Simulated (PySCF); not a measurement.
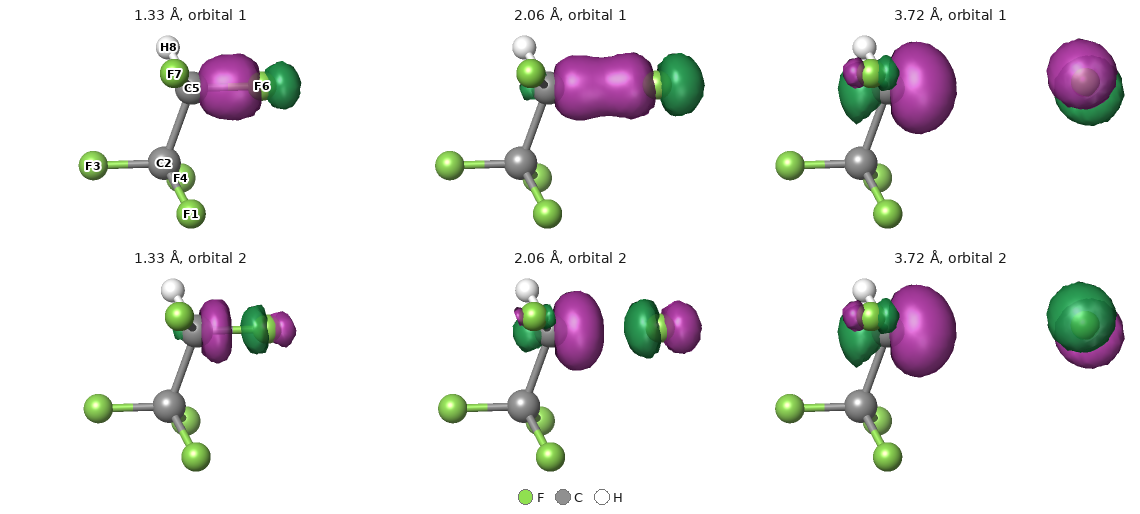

Figure. C2HF5, SMILES `FC(F)(F)C(F)F`. Rigid stretch of the C5–F6 bond. The two CASSCF(2,2) natural orbitals nearest half filling (orbital 1 the more occupied).

PySCF calculation, 6-31G* basis, gas phase; geometry: GFN2-xTB. No frequency check shows the geometry to be a minimum.

How do the occupations change along the stretch?

Answer. 1.33 Å: 1.98 and 0.02; 2.06 Å: 1.78 and 0.22; 3.72 Å: 1.01 and 0.99. At the longest distance computed (3.72 Å) they are 1.01 and 0.99, and the effective number of unpaired electrons is 2.0.

Where does the UHF solution part from RHF?

Answer. Between 1.60 Å (⟨S²⟩ = 0, the two coincide) and 1.80 Å (⟨S²⟩ = 0.13); at 3.72 Å ⟨S²⟩ is 1.01 and UHF lies 6.3 eV below RHF.

How much energy does the stretch cost?

Answer. By CASSCF, 4.4 eV from the lowest point of the scan (1.33 Å) to 3.72 Å; RHF gives 10.0 eV from its own lowest point. The fragments aren't relaxed and dynamic correlation is missing, so this isn't a bond dissociation energy.
